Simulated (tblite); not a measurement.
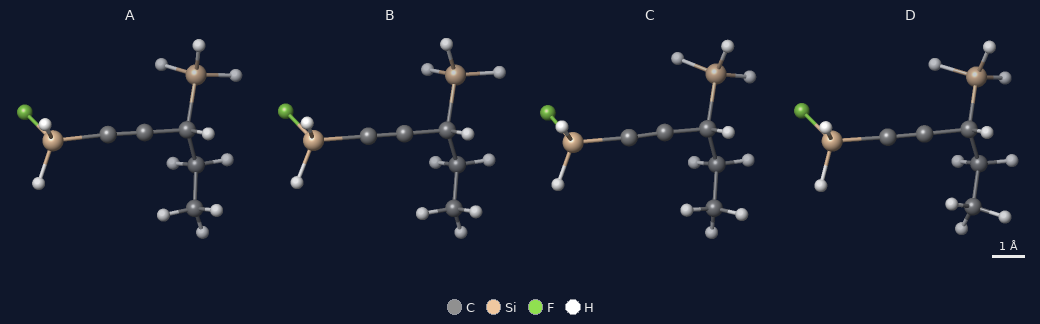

4 geometries from one relaxation of C₅H₁₁FSi₂, in shuffled order. Style: ball-and-stick. Shown at a tilt.

These are results of GFN2-xTB geometry optimisation, gas phase in tblite 0.8.0, not measurements. 

Question: Order the frames from highest to lowest energy.

Answer: D, C, A, B. They are steps 0, 27, 65, 121, at +0.521 eV, +0.065 eV, +0.016 eV relative to the last. After 121 geometry steps the energy has fallen by 0.521 eV. The largest move after the best rigid fit is that of an H atom, 0.84 Å. Largest moves by element: H 0.84 Å, F 0.28 Å, Si 0.21 Å, C 0.12 Å. Near-neighbour distances that change, for instance: F–Si 1.704 → 1.614 Å, C–H 1.139 → 1.089 Å, C–Si 1.878 → 1.921 Å, C–C 1.470 → 1.440 Å. Among the angles between lasting bonds that change: C–Si–H 113.4° → 107.2°, C–Si–H 105.9° → 111.9°, H–C–H 113.7° → 108.6°. Groups turn about C–Si by about 35°, C–C by about 35°.
